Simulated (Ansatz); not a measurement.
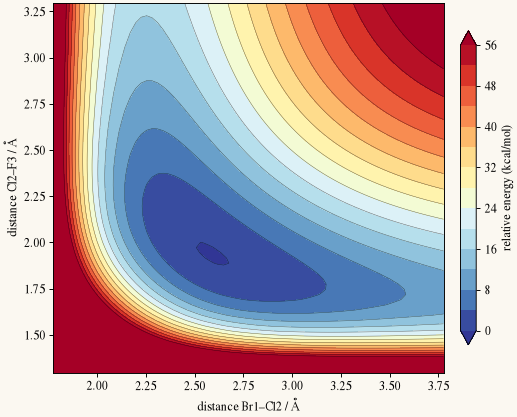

Energy landscape of the system Br⁻ + ClF. Coordinates scanned: (1) distance Br1–Cl2; (2) distance Cl2–F3. Nothing is relaxed (the angle Br1–Cl2–F3 is fixed at 140 degrees). The scan uses a 17 × 17 grid. All energies are given in kcal/mol relative to the lowest grid point. The reference is spin-restricted, so regions where a bond is pulled apart into radicals lie too high. These are results of RKS PBE0-D4/def2-SVPD (Ansatz), not measurements.

Drawn: filled contours, one colour for all values above the top of the scale. Between grid points the surface is interpolated. 

Where are the wells?

The lowest grid point is at distance Br1–Cl2 = 2.588 Å, distance Cl2–F3 = 1.979 Å. No other kind of well shows on this grid. The highest grid point, distance Br1–Cl2 = 1.776 Å, distance Cl2–F3 = 1.296 Å, lies 310 kcal/mol above the lowest. Round the minimum the valley is strongly tilted: raising distance Br1–Cl2 shifts the best value of distance Cl2–F3 downwards (coupling k₁₂/√(k₁₁k₂₂) about 0.7).

Time for the 289 points that were run: 19 min on 1 thread of Arm Neoverse V2 (shared host).
